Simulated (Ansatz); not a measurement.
The structure below was relaxed with PBE, PAW, 420 eV (Ansatz, a program for electronic structure; no spin-orbit coupling), at pressure 0.9 GPa.

```xyz
1
Lattice="-1.6573 1.6573 1.6573 1.6573 -1.6573 1.6573 1.6573 1.6573 -1.6573" Properties=species:S:1:pos:R:3 pbc="T T T"
Ta     0.0000     0.0000     0.0000
```

Problem. Find the space group and the Wyckoff positions.

Solution. Space group Im-3m (No. 229); a = b = c = 3.315 Å, α = β = γ = 90.00°

```csv
atom,site,symmetry,x,y,z
Ta,2a,m-3m,0.0000,0.0000,0.0000
```

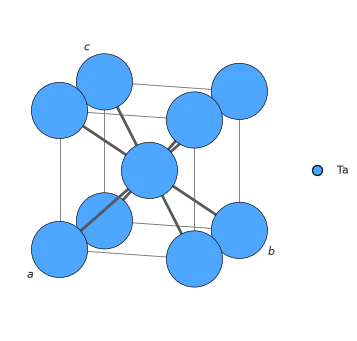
Figure: The conventional cell

Load acts through the strain it causes; cell and atoms are relaxed under it. Stability against distortions was not tested. The final runs are not spin-polarised. The cell was made from Ta in the bcc (W type) structure (space group Im-3m, No. 229) by this change: pressure 0.9 GPa.
